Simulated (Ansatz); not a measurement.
**Two runs on CH$_{7}$B$_{2}$NSi**

System: CH$_{7}$B$_{2}$NSi, SMILES C[Si]1(N)BB1.
Method of the first run: RKS wB97M-V/def2-SVP (Ansatz 0.2.0).

The geometry comes from this level: PBE0-D4/def2-TZVP. Text and figures count atoms from 1; the logs count them from 0 in places.

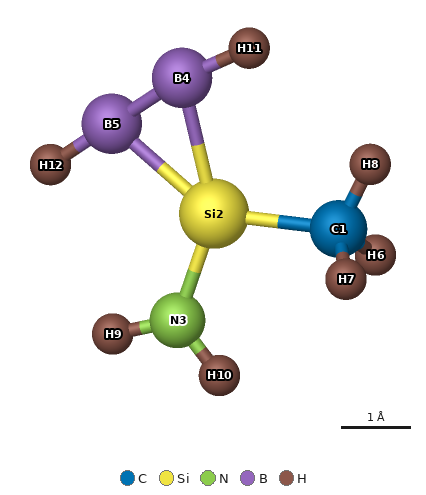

Figure 1. The structure (ball-and-stick view, seen at a tilt; atoms are numbered from 1 in the order of the input).

### The input, the first run
```yaml
crystal:
  periodic: [false, false, false]
  atoms:
    - {symbol: C, position_ang: [-1.308324, -0.471180, 0.871927]}
    - {symbol: Si, position_ang: [0.184610, 0.066032, -0.113761]}
    - {symbol: N, position_ang: [1.351803, 0.460305, 1.052296]}
    - {symbol: B, position_ang: [-0.287673, -0.316891, -2.113030]}
    - {symbol: B, position_ang: [0.900539, 0.525536, -1.925366]}
    - {symbol: H, position_ang: [-1.636834, 0.350256, 1.515283]}
    - {symbol: H, position_ang: [-1.047524, -1.318750, 1.511678]}
    - {symbol: H, position_ang: [-2.136245, -0.759072, 0.227032]}
    - {symbol: H, position_ang: [2.270190, 0.797538, 0.822084]}
    - {symbol: H, position_ang: [1.175522, 0.416378, 2.041838]}
    - {symbol: H, position_ang: [-1.336623, -0.860171, -2.090620]}
    - {symbol: H, position_ang: [1.947458, 1.055017, -1.765262]}
basis:
  gaussian: {orbitals: def2-SVP}
hamiltonian: {xc: {name: wB97M-V}}
output: {orbitals: {seedname: orbitals}}
```

Hardware: 4 threads of Oxide Virtual Turin-like, 27 GiB of memory available, shared host.

### Output (the first run)
```
Functional definition: wB97M-V
  parameter omega = 0.3/bohr
  parameter cx = 0.15
  parameter cx01 = 1.007
  parameter cx10 = 0.259
  parameter css00 = 0.443
  parameter css04 = -1.437
  parameter css10 = -4.535
  parameter css20 = -3.390
  parameter css43 = 4.278
  parameter cos00 = 1.000
  parameter cos10 = 1.358
  parameter cos20 = 2.924
  parameter cos21 = -8.812
  parameter cos60 = -1.390
  parameter cos61 = 9.142
  parameter b = 6.0
  parameter c = 0.01
  gx(w, u) = 1 - cx + cx01*u + cx10*w
  gss(w, u) = css00 + css04*u^4 + css10*w + css20*w^2 + css43*w^4*u^3
  gos(w, u) = cos00 + cos10*w + (cos20 + cos21*u)*w^2 + (cos60 + cos61*u)*w^6
  exchange = spin_sum(e_x_unif_sr(omega)*gx(b97_w, b97_u_x)) + cx*exact_x_sr(omega) + exact_x_lr(omega)
  correlation = spin_sum(e_c_pw_mod_same_spin*gss(b97_w, b97_u_same))
      + integral(e_c_pw_mod_opposite_spin*gos(b97_w_opposite, b97_u_opposite)) + vv10(b, c)
1240 factors; their error is unknown
364 factors; integrals over basis functions are off by at most 1.0e-5 eV
mean field evaluation 1: about -11855.7537 eV, gradient 4.9e1 eV
mean field evaluation 2: about -11858.3110 eV, gradient 3.9e1 eV
mean field evaluation 4: about -11861.5403 eV, gradient 1.5e0 eV
mean field evaluation 8: about -11861.5521 eV, gradient 1.3e-1 eV
mean field evaluation 16: about -11861.5512 eV, gradient 6.6e-4 eV
mean field -11861.55116293 eV, -435.9039651894 hartree, gradient 4.6e-5 eV, S^2 0.000000; 0 other end points of the search recorded, 0 dependent functions left out
reference -11861.55120780 eV, -435.9039668383 hartree; 22, 22 occupied and 87, 87 virtual orbitals, 1240 factors
Total energy: -11861.55120780 eV, -435.9039668383 hartree
```

The second run used a changed input.

### The two runs side by side

```csv
quantity,the first run,the second run
outcome,converged,converged
total energy (hartree),−435.903967,−436.205466
HOMO (eV),−7.83,−7.97
LUMO (eV),1.26,0.94
basis functions,109,508
wall time (shared host),3.2 s,15 s
```

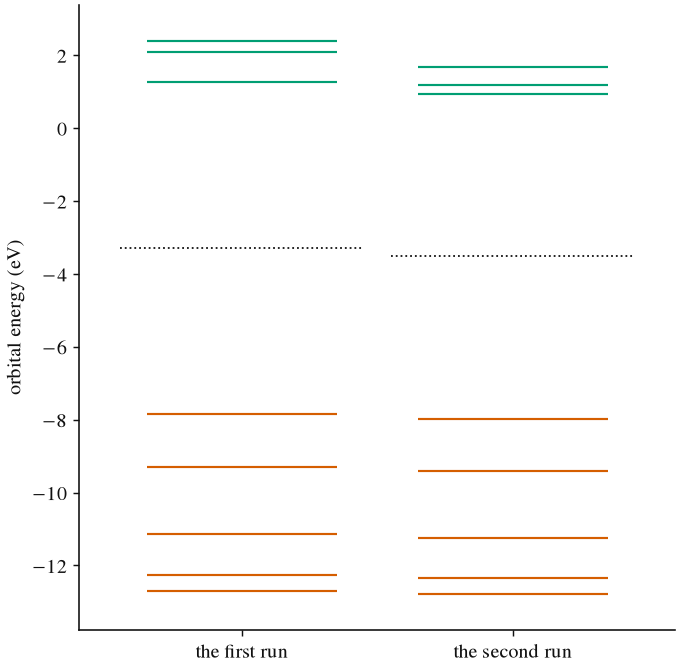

Figure 2. The five highest filled and three lowest empty orbital energies of the two runs; the dotted lines part filled from empty levels. The HOMO–LUMO gap is 9.09 eV in the first run and 8.91 eV in the second run.

What was changed in the input?

The change (lines with − go, lines with + come):
```diff
-  gaussian: {orbitals: def2-SVP}
+  gaussian: {orbitals: "def2-QZVPP.json"}
```

The total energy of the second run is 189.2 kcal/mol lower, which measures the change of basis and not a stability. The HOMO goes from −7.83 to −7.97 eV. The LUMO goes from 1.26 to 0.94 eV. The basis functions go from 109 to 508. On the same kind of shared host the second run took about 4.7 times as long.

### Output (the second run)
```
Functional definition: wB97M-V
  parameter omega = 0.3/bohr
  parameter cx = 0.15
  parameter cx01 = 1.007
  parameter cx10 = 0.259
  parameter css00 = 0.443
  parameter css04 = -1.437
  parameter css10 = -4.535
  parameter css20 = -3.390
  parameter css43 = 4.278
  parameter cos00 = 1.000
  parameter cos10 = 1.358
  parameter cos20 = 2.924
  parameter cos21 = -8.812
  parameter cos60 = -1.390
  parameter cos61 = 9.142
  parameter b = 6.0
  parameter c = 0.01
  gx(w, u) = 1 - cx + cx01*u + cx10*w
  gss(w, u) = css00 + css04*u^4 + css10*w + css20*w^2 + css43*w^4*u^3
  gos(w, u) = cos00 + cos10*w + (cos20 + cos21*u)*w^2 + (cos60 + cos61*u)*w^6
  exchange = spin_sum(e_x_unif_sr(omega)*gx(b97_w, b97_u_x)) + cx*exact_x_sr(omega) + exact_x_lr(omega)
  correlation = spin_sum(e_c_pw_mod_same_spin*gss(b97_w, b97_u_same))
      + integral(e_c_pw_mod_opposite_spin*gos(b97_w_opposite, b97_u_opposite)) + vv10(b, c)
1539 factors; their error is unknown
450 factors; integrals over basis functions are off by at most 8.8e-6 eV
mean field evaluation 1: about -11861.4650 eV, gradient 6.3e1 eV
mean field evaluation 2: about -11864.6338 eV, gradient 5.1e1 eV
mean field evaluation 4: about -11869.7380 eV, gradient 2.1e0 eV
mean field evaluation 8: about -11869.7565 eV, gradient 8.0e-2 eV
mean field evaluation 16: about -11869.7553 eV, gradient 3.0e-4 eV
mean field -11869.75534902 eV, -436.2054634674 hartree, gradient 3.7e-5 eV, S^2 0.000000; 0 other end points of the search recorded, 0 dependent functions left out
reference -11869.75541682 eV, -436.2054659588 hartree; 22, 22 occupied and 486, 486 virtual orbitals, 1539 factors
Total energy: -11869.75541682 eV, -436.2054659588 hartree
```
